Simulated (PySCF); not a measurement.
SMILES F[C]F (CF2 (cation, charge +1)), doublet at its CAM-B3LYP/def2-SVP optimised geometry (Å):

```
3

F      0.9513    -0.4991     0.0000
C     -0.2618    -0.4991     0.0000
F     -0.9513     0.4991     0.0000
```

Computed with unrestricted CAM-B3LYP/def2-TZVP run with PySCF 2.14.0. Cells within 0.4 Å of a nucleus heavier than hydrogen are left out (blank, or x).

Map of the electrostatic potential (hartree/e), clipped to [0.11, 0.64] on the plane z = 0.0 Å:

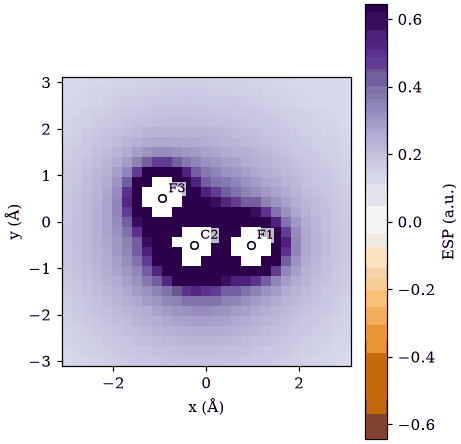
Figure. Electrostatic potential (hartree/e), clipped to [0.11, 0.64] on the plane z = 0.0 Å.
